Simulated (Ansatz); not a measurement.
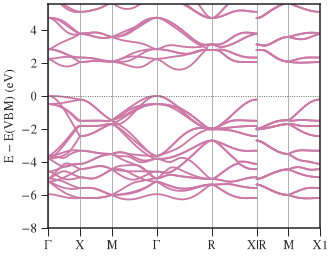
Figure: Band structure from plane-wave PAW r²SCAN (Ansatz code)

Question: Read off the gap and where the band edges lie.

Answer: About 1.6 eV (1.59 eV by a search for the band edges); maximum at Γ, minimum on the Γ–R line, 41 % of the way from Γ.

Question: Which compound is it?
A) ZnO2, Pa-3 (Zn on 4a, O on 8c)
B) CdS2, Pa-3 (Cd on 4a, S on 8c)
C) KTaO3, cubic perovskite
D) Sr3BiN, anti-perovskite

Answer: B, CdS2, Pa-3 (Cd on 4a, S on 8c)

The first step of the workflow began from a Materials Project structure, measured or hypothetical; the Crystallography Open Database copy checked does not list it. Whether it is the stable phase at ambient conditions was not checked. The cell was relaxed with r²SCAN under the symmetry of its start; whether a distortion lowers the energy is not shown. Spin–orbit coupling is left out wherever it is not named.

Potentials: the later of the program's two PAW sets.
